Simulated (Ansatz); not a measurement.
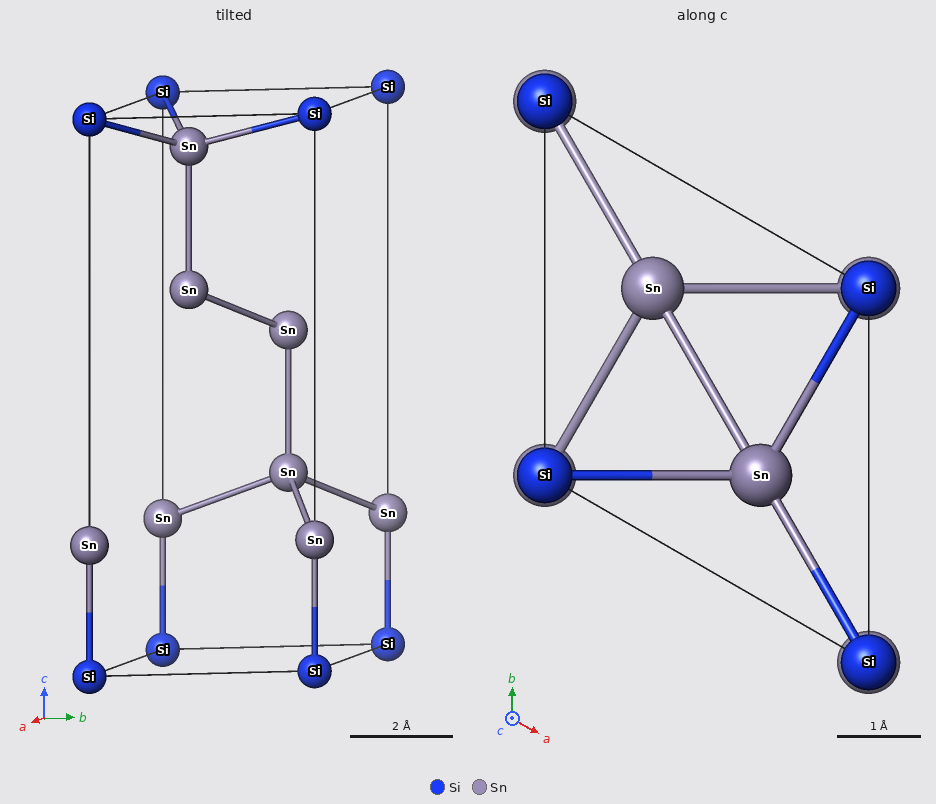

Structure drawing (ball-and-stick), viewed slightly off an axis and along the c axis. Lines trace the edges of the conventional unit cell.

SiSn5, space group P3m1 (No. 156), a = 4.520 Å, b = 4.520 Å, c = 11.054 Å, α = 90.00°, β = 90.00°, γ = 120.00°. Origin of the cell: a structure type filled with these elements by a generator (whether the compound takes this form wasn't checked). Earlier steps of the study, as a rule a relaxation of our own, may have changed the cell and positions, so they can lie some per cent off the listed ones. It was run through Ansatz as a DFT input.

This one geometry was computed with Ansatz (DFT, plane waves, PAW) at four levels of theory: PBE with spin-orbit coupling, PBE, HSE06 and r2SCAN. It was relaxed beforehand with r2SCAN.

**Which level gives the highest pressure at this volume, and what does that say about its equilibrium volume?**

Highest: PBE with spin-orbit coupling (1.6 GPa) and PBE (1.6 GPa), which points to the largest equilibrium volume. Lowest, with the smallest volume: HSE06 (-0.2 GPa) and r2SCAN (0.0 GPa). Levels within 0.5 GPa of each other can't be told apart.

**How does the band gap change with the level of theory?**

All levels give a metal.

**Collect the results in a table.**

| level | cutoff (eV) | k-mesh of the run's cell | gap (eV) | pressure (GPa) |
| --- | --- | --- | --- | --- |
| PBE with spin-orbit coupling | 420 | 6×6×2 | metal | 1.6 |
| PBE | 420 | 6×6×2 | metal | 1.6 |
| HSE06 | 420 | 6×6×2 | metal | -0.2 |
| r2SCAN | 500 | 6×6×2 | metal | 0.0 |

Gaps are taken on the k-mesh or band path of each run.
